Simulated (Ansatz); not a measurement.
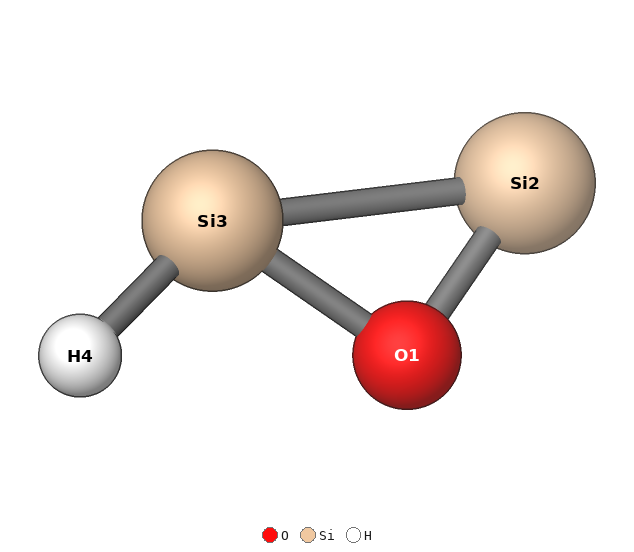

The atoms are numbered. State: charge +1, singlet. Computed geometry: PBE0-D4/def2-TZVP optimisation. No frequency run is at hand to confirm it as a minimum.

Give the bond lengths.

```tsv
bond	length (Å)
O1–Si2	1.639
O1–Si3	1.702
Si2–Si3	2.419
Si3–H4	1.495
```
